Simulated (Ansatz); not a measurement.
# ClH4InSi: rotation by 120° about the Si1–In2 bond, part 2 of 2

Aim: the minimum-energy path and barrier of the rotation by 120° about the Si1–In2 bond. The ends are relaxed first, then joined by a nudged elastic band. SMILES of the start: [SiH3][InH][Cl].

Ansatz 0.2.0; RKS B3LYP-D4/def2-SVPD. Earlier steps stand in the parts before.

### Step 5. The band, image by image

Images 0 and 6 are the ends. Energies count from image 0; the path length is the program's own measure over all atoms.

| image | path (Å) | energy (eV) | dihedral H5–Si1–In2–Cl3 (°) | band force (eV/Å) |
| --- | --- | --- | --- | --- |
| 0 | 0.000 | 0.0000 | -154 | - |
| 1 | 0.613 | -0.0017 | -173 | 0.006 |
| 2 | 1.225 | -0.0011 | 167 | 0.011 |
| 3 | 1.838 | 0.0009 | 147 | 0.014 |
| 4* | 2.451 | 0.0025 | 126 | 0.011 |
| 5 | 3.047 | 0.0020 | 106 | 0.006 |
| 6 | 3.643 | 0.0000 | 86 | - |

The star marks the climbing image.

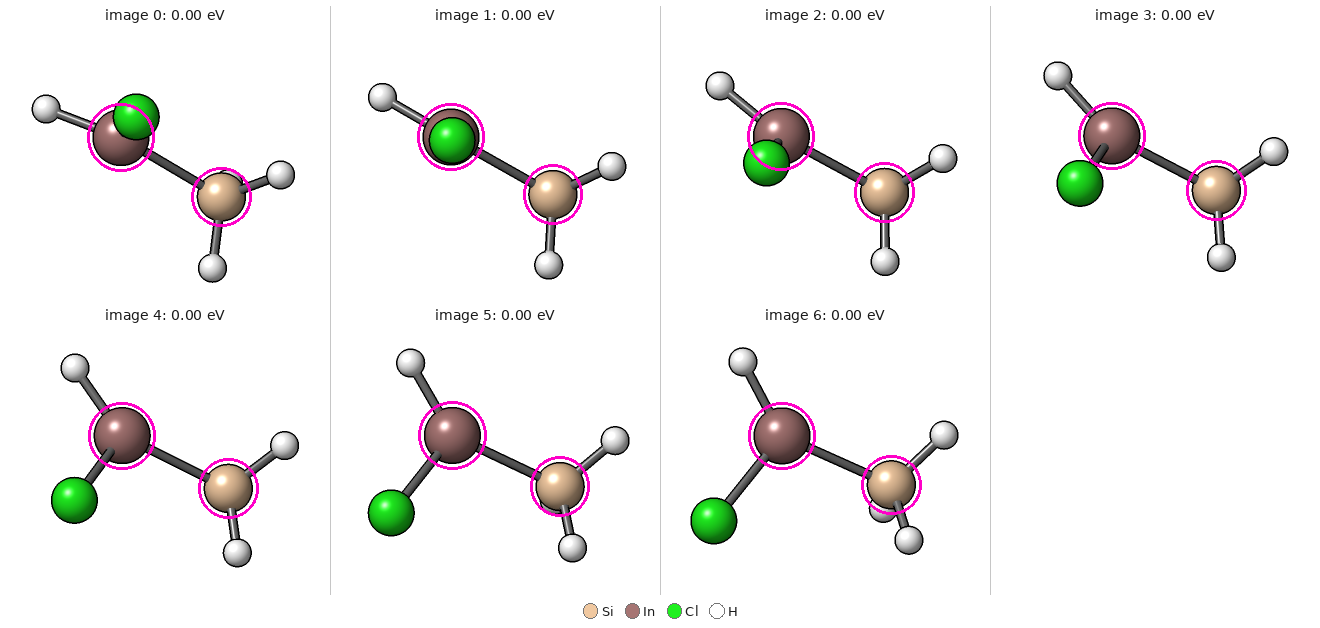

The images of the last band, seen from a free direction. Ringed: Si1, In2. Sticks join atoms closer than a bonding distance in each image.

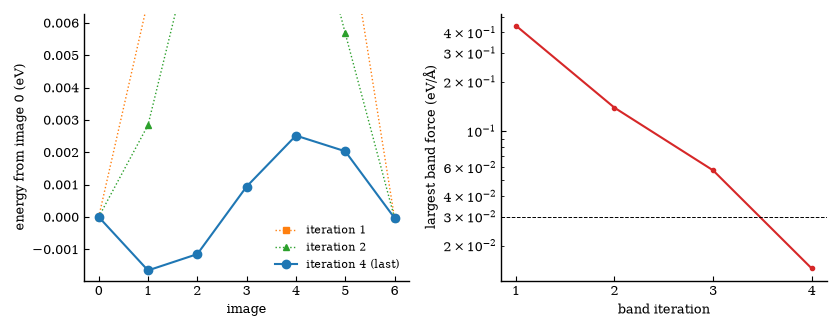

Left: energy of each image for early iterations and the last one (lines only join the points; early values far above the last band run off the scale). Right: the largest band force by iteration, with the threshold dashed.

The top of the band by iteration:

| iteration | highest image above image 0 (eV) | largest band force (eV/Å) |
| --- | --- | --- |
| 1 | 0.0260 | 0.440 |
| 2 | 0.0127 | 0.139 |
| 3 | 0.0026 | 0.058 |
| 4 | 0.0025 | 0.014 |

The band as a trajectory file:

```xyz
7
image=0 dE=0.0000
Si   -0.984    0.576   -0.416
In    1.303   -0.429    0.268
Cl    0.972   -2.316    1.744
H    -1.997   -0.511   -0.488
H    -0.890    1.265   -1.735
H    -1.391    1.571    0.618
H     2.988   -0.157    0.009
7
image=1 dE=-0.0017
Si   -0.995    0.530   -0.449
In    1.307   -0.428    0.248
Cl    1.050   -1.917    2.137
H    -1.947   -0.596   -0.658
H    -0.884    1.325   -1.705
H    -1.496    1.410    0.644
H     2.966   -0.323   -0.216
7
image=2 dE=-0.0011
Si   -1.011    0.479   -0.472
In    1.305   -0.436    0.236
Cl    1.177   -1.444    2.431
H    -1.897   -0.668   -0.816
H    -0.887    1.372   -1.659
H    -1.600    1.241    0.663
H     2.912   -0.544   -0.384
7
image=3 dE=0.0009
Si   -1.032    0.419   -0.483
In    1.300   -0.449    0.232
Cl    1.349   -0.916    2.604
H    -1.854   -0.730   -0.961
H    -0.898    1.407   -1.592
H    -1.699    1.061    0.682
H     2.834   -0.792   -0.482
7
image=4 dE=0.0025
Si   -1.057    0.351   -0.484
In    1.295   -0.462    0.233
Cl    1.542   -0.365    2.637
H    -1.816   -0.780   -1.090
H    -0.921    1.432   -1.503
H    -1.788    0.869    0.703
H     2.746   -1.045   -0.497
7
image=5 dE=0.0020
Si   -1.081    0.281   -0.476
In    1.290   -0.474    0.240
Cl    1.730    0.169    2.530
H    -1.783   -0.820   -1.195
H    -0.956    1.449   -1.395
H    -1.861    0.675    0.728
H     2.660   -1.280   -0.431
7
image=6 dE=0.0000
Si   -1.096    0.217   -0.467
In    1.294   -0.469    0.251
Cl    1.844    0.588    2.355
H    -1.707   -0.816   -1.351
H    -1.008    1.503   -1.217
H    -1.938    0.404    0.745
H     2.611   -1.428   -0.317
```

### Step 6. Frequencies at the highest image

The geometry is the highest inner image of the first converged band.

Input file input.yaml:

```yaml
crystal:
  periodic: [false, false, false]
  atoms:
    - { symbol: Si, position_ang: [-1.05703, 0.351297, -0.484135] }
    - { symbol: In, position_ang: [1.294608, -0.462157, 0.233429] }
    - { symbol: Cl, position_ang: [1.542052, -0.364681, 2.637056] }
    - { symbol: H, position_ang: [-1.816071, -0.780302, -1.089648] }
    - { symbol: H, position_ang: [-0.920864, 1.432197, -1.502621] }
    - { symbol: H, position_ang: [-1.788483, 0.869124, 0.702798] }
    - { symbol: H, position_ang: [2.745798, -1.045479, -0.496879] }
basis:
  gaussian: { orbitals: def2-SVPD }
hamiltonian:
  xc: b3lyp
  dispersion: d4
phonons: {}
```

Started as:

```console
$ ansatz run input.yaml --threads 2 --pin off --max-ram 3072MiB --backend cpu --events-out ev --progress --plain --runs-dir out
```

The log of the run (excerpt; [...] marks lines left out):

```text
Warning: RAYON_NUM_THREADS=2 ignored (pool sized by the plan → 2); use --threads N
[...]
Functional definition: B3LYP
[...]
1284 factors; integrals over basis functions are off by at most 2.8e-4 eV
[...]
mean field -25637.02152251 eV, -942.1431635548 hartree, gradient 2.1e-5 eV, S^2 0.000000; 0 other end points of the search recorded, 0 dependent functions left out
[...]
reference -25637.02181194 eV, -942.1431741914 hartree; 28, 28 occupied and 87, 87 virtual orbitals, 1284 factors
[...]
1284 factors; integrals over basis functions are off by at most 2.8e-4 eV
[...]
mean field -25637.02141939 eV, -942.1431597653 hartree, gradient 1.4e-6 eV, S^2 0.000000; 0 other end points of the search recorded, 0 dependent functions left out
[...]
reference -25637.02170883 eV, -942.1431704022 hartree; 28, 28 occupied and 87, 87 virtual orbitals, 1284 factors
[...]
1284 factors; integrals over basis functions are off by at most 2.8e-4 eV
[...]
WARN: phonons: modes at or below zero, which the zero-point energy, F, S and C_V leave out: 1, the lowest at -35.80 cm⁻¹. A minimum has none, and a first-order saddle one
Total energy: -25637.25739610 eV, -942.1518317496 hartree
Atom 0 at    -1.057030     0.351297    -0.484135 Å, force     0.005338     0.010573     0.007196 eV/Å
Atom 1 at     1.294608    -0.462157     0.233429 Å, force     0.002505     0.005658     0.006937 eV/Å
Atom 2 at     1.542052    -0.364681     2.637056 Å, force    -0.001095    -0.003319    -0.008335 eV/Å
Atom 3 at    -1.816071    -0.780302    -1.089648 Å, force     0.001751    -0.007281    -0.001300 eV/Å
Atom 4 at    -0.920864     1.432197    -1.502621 Å, force    -0.003489    -0.000135    -0.003372 eV/Å
Atom 5 at    -1.788483     0.869124     0.702798 Å, force    -0.001017    -0.001932    -0.001945 eV/Å
Atom 6 at     2.745798    -1.045479    -0.496879 Å, force    -0.003993    -0.003565     0.000820 eV/Å
Dipole moment:    -0.217681     0.022113    -0.716895 e Å
Vibrations: -35.80 73.43 283.66 324.69 327.36 451.58 474.88 517.28 846.22 942.19 944.16 1788.55 2209.10 2222.90 2243.90 cm⁻¹, zero-point energy 0.846186 eV
```

It took 1.9 min on 2 threads of Intel Xeon Platinum 8259CL at 2.50GHz (Skylake/Cascade Lake), shared host; peak memory 0.3 GiB.

Of 15 modes, 1 is imaginary by more than 30 cm⁻¹ (36i cm⁻¹).

### Step 7. Another band, settings changed

crystal.atoms is end A as relaxed above, and neb.final_atoms is end B, turned to lie on A. With 1 inner images the band has 3 in all.

Input file input.yaml:

```yaml
crystal:
  periodic: [false, false, false]
  atoms:
    - { symbol: Si, position_ang: [-0.984232, 0.576453, -0.416156] }
    - { symbol: In, position_ang: [1.302664, -0.428521, 0.267954] }
    - { symbol: Cl, position_ang: [0.971626, -2.316134, 1.74378] }
    - { symbol: H, position_ang: [-1.997195, -0.51101, -0.48772] }
    - { symbol: H, position_ang: [-0.889966, 1.264846, -1.735343] }
    - { symbol: H, position_ang: [-1.391062, 1.570969, 0.618126] }
    - { symbol: H, position_ang: [2.988175, -0.156603, 0.009358] }
basis:
  gaussian: { orbitals: def2-SVPD }
hamiltonian:
  xc: b3lyp
  dispersion: d4
neb:
  order_check: false
  images: 1
  f_tol: 0.03
  max_iterations: 60
  initial_path: idpp
  climbing: false
  final_atoms:
    - { symbol: Si, position_ang: [-1.00913812, 0.50784828, -0.434868] }
    - { symbol: In, position_ang: [1.22461746, -0.65955109, 0.15215685] }
    - { symbol: Cl, position_ang: [1.52074994, -0.68356961, 2.55141937] }
    - { symbol: H, position_ang: [-1.53595707, 0.02947216, -1.74484037] }
    - { symbol: H, position_ang: [-0.7618108, 1.9757322, -0.52145331] }
    - { symbol: H, position_ang: [-2.00374817, 0.23306651, 0.63718388] }
    - { symbol: H, position_ang: [2.56529676, -1.40299845, -0.63959941] }
```

Started as:

```console
$ ansatz run input.yaml --threads 2 --pin off --max-ram 3072MiB --backend cpu --events-out ev --progress --plain --runs-dir out
```

The log of the run (excerpt; [...] marks lines left out):

```text
Warning: RAYON_NUM_THREADS=2 ignored (pool sized by the plan → 2); use --threads N
[...]
Functional definition: B3LYP
[...]
1284 factors; integrals over basis functions are off by at most 4.0e-4 eV
[...]
mean field -25637.02370420 eV, -942.1432437306 hartree, gradient 2.1e-5 eV, S^2 0.000000; 0 other end points of the search recorded, 0 dependent functions left out
[...]
reference -25637.02399411 eV, -942.1432543846 hartree; 28, 28 occupied and 87, 87 virtual orbitals, 1284 factors
1284 factors; integrals over basis functions are off by at most 5.2e-4 eV
[...]
mean field -25637.02327448 eV, -942.1432279385 hartree, gradient 2.1e-5 eV, S^2 0.000000; 0 other end points of the search recorded, 0 dependent functions left out
[...]
reference -25637.02356447 eV, -942.1432385954 hartree; 28, 28 occupied and 87, 87 virtual orbitals, 1284 factors
[...]
NEB iter   4: max|band force component| = 2.063e-2 eV/Å  barrier→ = 0.0009 eV  barrier← = 0.0009 eV  Δτ_max = 0.0000 Å  (49 SCF iters)
Total energy: -25637.25904555 eV, -942.1518923657 hartree
Atom 0 at    -1.031598     0.420840    -0.481526 Å, force    -0.006009     0.020698    -0.000191 eV/Å
Atom 1 at     1.299557    -0.447286     0.231931 Å, force     0.017640     0.002784    -0.002681 eV/Å
Atom 2 at     1.346256    -0.938994     2.598396 Å, force    -0.005237    -0.003719     0.000328 eV/Å
Atom 3 at    -1.853839    -0.726995    -0.960665 Å, force     0.003411    -0.006966     0.002619 eV/Å
Atom 4 at    -0.897027     1.409566    -1.589821 Å, force    -0.006365    -0.004512     0.000041 eV/Å
Atom 5 at    -1.699478     1.062050     0.683317 Å, force     0.001434    -0.003891    -0.002560 eV/Å
Atom 6 at     2.836138    -0.779181    -0.481632 Å, force    -0.004874    -0.004395     0.002444 eV/Å
Dipole moment:    -0.157909     0.193059    -0.705905 e Å
this run last wrote the band of iteration 4 to <dir>
```

Wall time 26 s (2 threads of Intel Xeon Platinum 8259CL at 2.50GHz (Skylake/Cascade Lake), shared host); peak memory 0.29 GiB.

### Step 8. Images and barrier

The 1 inner images lie between the fixed ends 0 and 2. Energy is taken from image 0, and the path length is the program's own coordinate along the band.

| image | path (Å) | energy (eV) | dihedral H5–Si1–In2–Cl3 (°) | band force (eV/Å) |
| --- | --- | --- | --- | --- |
| 0 | 0.000 | 0.0000 | -154 | - |
| 1 | 1.802 | 0.0009 | 147 | 0.021 |
| 2 | 3.604 | 0.0000 | 86 | - |

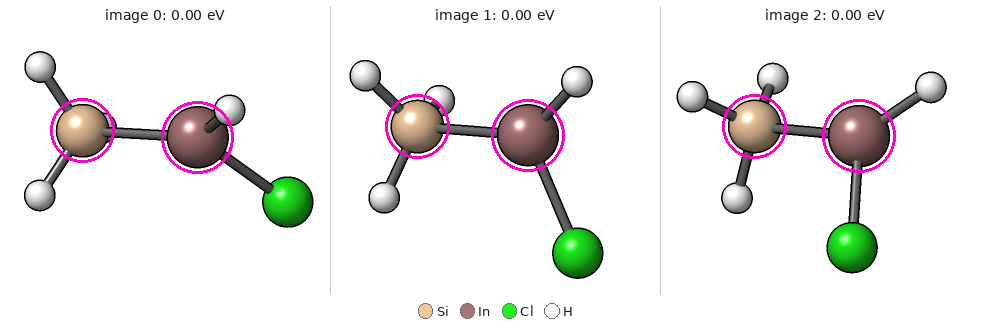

Snapshots along the band, viewed from a free direction. Ringed: Si1, In2. Sticks join atoms closer than a bonding distance in each image.

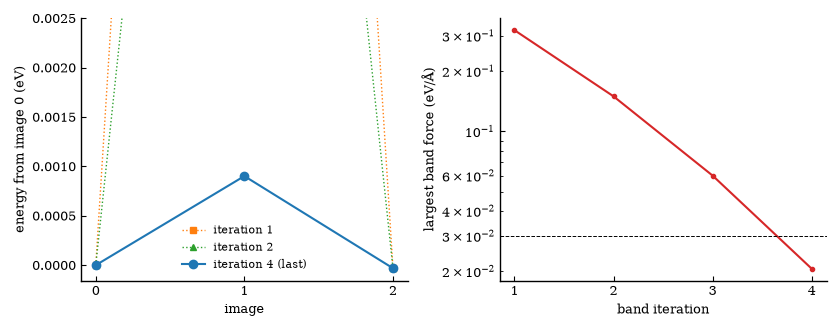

Left: energy of each image for early iterations and the last one (lines only join the points; early values far above the last band run off the scale). Right: the largest band force by iteration, with the threshold dashed.

### Step 9. What came out

The summary covers parts 1 to 2.

```
                                quantity                                                                   value
                                   end A                                                 6 moves, 0.099 eV lower
                                   end B                                                 6 moves, 0.097 eV lower
            first band: barrier forwards                                                                0.003 eV
           first band: barrier backwards                                                                0.003 eV
first band: second end relative to first                                                                0.000 eV
               first band: highest image                                                   4 of 0 to 6, climbing
             first band: band iterations                                                                       4
              imaginary modes at the top                                                                36i cm⁻¹
                             second band  top 0.001 eV above image 0, 4 iterations, 1 inner image, none climbing
             time, first and second band                                                           98 s and 26 s
```

In the first band: the barrier from the first end is 0.003 eV, 0.1 times kT at 300 K. The two ends lie within 1 meV of each other. Both sides of the top are under 10 meV high, within the band's own error, so no barrier is resolved. The listed dihedral goes from -154° at end A through 126° at the highest image to 86° at end B. One imaginary mode, as a first-order saddle point has. The second band's top lies 2 meV below the first's. These are electronic energies, with no zero-point or thermal terms.
